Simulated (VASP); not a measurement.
Band structure of NbC (rock salt). Method: vdW-DF2, VASP's PBE PAW potentials (set 64) (plane waves; VASP).

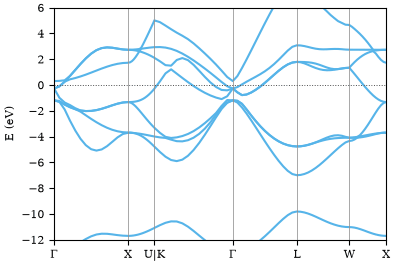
Figure. Bands along high-symmetry lines, zero at the valence-band maximum or, without a gap, the Fermi level

**Question.** Read the plot: is there a gap, and where are the band edges?

**Answer.** It has no gap at this level: it comes out as a metal or semimetal. (Edges off the drawn lines would not show.)

The compound is NbC in the rock salt structure. It was relaxed first, which changed the volume by +7 %. The electron count is odd and the run is not spin-polarised, which forces a metal.
